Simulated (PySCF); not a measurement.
# SiH4Te (SMILES [SiH3][TeH]): levels of theory compared

Aim: a comparison of 3 runs (B2PLYP/x2c-SVPall, B2PLYP/x2c-TZVPall, B2PLYP/x2c-TZVPPall) of SiH4Te. 

The calculation is run with PySCF 2.14.0.

**1. The molecule**

SiH4Te has 6 atoms, charge 0, and is taken as a singlet. As SMILES, `[SiH3][TeH]`. The shape is that of a PBE0-D4/def2-TZVP optimisation.

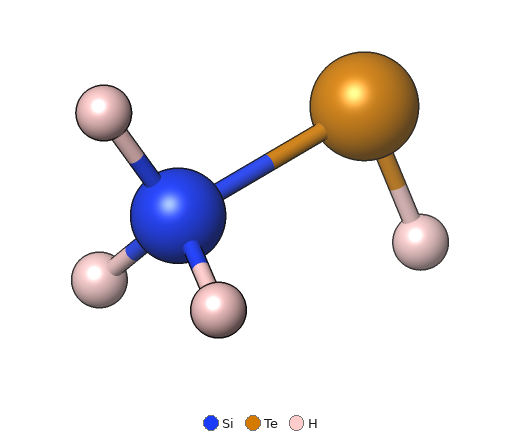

The structure, seen from a chosen angle (silicon blue, tellurium orange, hydrogen pink).

**2. A single-point energy at B2PLYP/x2c-SVPall (sfX2C) (run 1)**

Input file run.py:

```python
from pyscf import gto, dft, mp

mol = gto.Mole()
mol.atom = '''
Si    -0.560493    -0.509659    -0.982091
Te    -0.200122     1.512159     3.259778
H      0.720175    -3.003720    -1.041050
H     -3.314769    -0.843574    -1.390649
H      0.509092     1.129300    -2.990492
H      2.925485     1.594740     3.057388
'''
mol.max_memory = 1860
mol.spin = 0
mol.verbose = 3
mol.unit = 'bohr'
mol.basis = 'x2c-svpall'
mol.charge = 0
mol.build()

mf = dft.RKS(mol, xc='0.53*HF + 0.47*B88, 0.73*LYP')
mf = mf.x2c()
mf.grids.level = 4
mf.conv_tol = 1e-10
mf.kernel()
if not mf.converged:
    mf = mf.newton().run(mf.mo_coeff, mf.mo_occ)

pt = mp.MP2(mf, frozen=23).run()
e_tot = mf.e_tot + 0.27 * pt.e_corr
print('PT2 part  %.8f' % (0.27 * pt.e_corr))
print('E(%s) = %.9f' % ('B2PLYP', e_tot))
```

The run is started by

```console
$ OMP_NUM_THREADS=1 python run.py
```

The log of the run:

```text
converged SCF energy = -7084.64370900074
E(RMP2) = -7084.92356991847  E_corr = -0.279860917722999
E(SCS-RMP2) = -7084.92896679516  E_corr = -0.285257794417877
PT2 part  -0.07556245
E(B2PLYP) = -7084.719271449
```

Wall time 23 s (1 thread of Intel Xeon at 2.50GHz (Skylake/Cascade Lake), shared host); peak memory 0.39 GiB.

**3. The energy at B2PLYP/x2c-TZVPall (sfX2C) (run 2)**

Input file start.xyz:

```xyz
6
H4SiTe
Si    -0.296600    -0.269700    -0.519700
Te    -0.105900     0.800200     1.725000
H      0.381100    -1.589500    -0.550900
H     -1.754100    -0.446400    -0.735900
H      0.269400     0.597600    -1.582500
H      1.548100     0.843900     1.617900
```

Input file calc.py:

```python
# [SiH3][TeH]
from pyscf import gto, dft, mp

molecule = gto.M(
    atom='start.xyz',
    basis='x2c-tzvpall',
    max_memory=1860,
    spin=0,
    verbose=3,
)

mf = dft.RKS(molecule, xc='0.53*HF + 0.47*B88, 0.73*LYP')
mf = mf.sfx2c1e()
mf.conv_tol = 1e-10
mf.grids.level = 4
mf.kernel()
if not mf.converged:
    mf = mf.newton().run(mf.mo_coeff, mf.mo_occ)

pt = mp.MP2(mf, frozen=23).run()
e_final = mf.e_tot + 0.27 * pt.e_corr
print('PT2 part  %.8f' % (0.27 * pt.e_corr))
print('E(%s) = %.9f' % ('B2PLYP', e_final))
```

The run is started by

```console
$ OMP_NUM_THREADS=1 python calc.py
```

The log of the run:

```text
converged SCF energy = -7085.51514614547
E(RMP2) = -7086.22277987346  E_corr = -0.707633727988876
E(SCS-RMP2) = -7086.17284032925  E_corr = -0.657694183775224
PT2 part  -0.19106111
E(B2PLYP) = -7085.706207252
```

It took 47 s on 1 thread of Intel Xeon at 2.50GHz (Skylake/Cascade Lake), shared host; peak memory 0.69 GiB.

**4. A single-point energy at B2PLYP/x2c-TZVPPall (sfX2C) (run 3)**

Input file calc.py:

```python
from pyscf import gto, dft, mp

molecule = gto.M(
    atom='''
Si      -0.296600      -0.269700      -0.519700
Te      -0.105900       0.800200       1.725000
H        0.381100      -1.589500      -0.550900
H       -1.754100      -0.446400      -0.735900
H        0.269400       0.597600      -1.582500
H        1.548100       0.843900       1.617900
''',
    charge=0,
    max_memory=1860,
    verbose=4,
    spin=0,
    basis='x2c-tzvppall',
)

ks = dft.RKS(molecule, xc='0.53*HF + 0.47*B88, 0.73*LYP')
ks = ks.x2c()
ks.grids.level = 4
ks.conv_tol = 1e-10
ks.kernel()
if not ks.converged:
    ks = ks.newton().run(ks.mo_coeff, ks.mo_occ)

pt = mp.MP2(ks, frozen=23).run()
energy = ks.e_tot + 0.27 * pt.e_corr
print('PT2 part  %.8f' % (0.27 * pt.e_corr))
print(f'total energy: {energy:.8f} hartree')
```

The run is started by

```console
$ OMP_NUM_THREADS=1 python calc.py
```

The log of the run:

```text
PySCF version 2.14.0

[... 80 lines left out ...]
converged SCF energy = -7085.51632665384
[... 1 line left out ...]
******** <class 'pyscf.mp.mp2.RMP2'> ********
nocc = 12, nmo = 135
frozen orbitals 23
E(RMP2) = -7086.24017036092  E_corr = -0.723843707076322
E(SCS-RMP2) = -7086.19198335827  E_corr = -0.675656704431835
E_corr(same-spin) = -0.222641243145867
E_corr(oppo-spin) = -0.501202463930456
PT2 part  -0.19543780
total energy: -7085.71176445 hartree
```

Run time: 72 s. Hardware: 1 thread of Intel Xeon at 2.50GHz (Skylake/Cascade Lake), shared host; peak memory 1.2 GiB.

**5. The series**

```
run                        level   energy (Eh)  dipole moment (D)  HOMO energy (eV)  LUMO energy (eV)  wall time
  1    B2PLYP/x2c-SVPall (sfX2C)  -7084.719271               0.62             -7.18              0.86       23 s
  2   B2PLYP/x2c-TZVPall (sfX2C)  -7085.706207               0.59             -7.30              0.57       47 s
  3  B2PLYP/x2c-TZVPPall (sfX2C)  -7085.711764               0.58             -7.30              0.57       72 s
```

**6. Results**

| quantity | value |
| --- | --- |
| run 3: total energy | -7085.71176 Eh |
| run 3: dipole moment (SCF part) | 0.58 D |
| run 3: HOMO energy (SCF part's orbitals) | -7.30 eV |
| run 3: LUMO energy (SCF part's orbitals) | 0.57 eV |
| run 3: HOMO–LUMO gap (SCF part's orbitals) | 7.87 eV |

What this shows: The dipole moment (its size) runs from 0.58 D (B2PLYP/x2c-TZVPPall) to 0.62 D (B2PLYP/x2c-SVPall). A double hybrid's value is that of its SCF part. The HOMO–LUMO gap runs from 7.87 eV (B2PLYP/x2c-TZVPPall) to 8.04 eV (B2PLYP/x2c-SVPall). All runs together took 2.4 min, the longest 72 s.
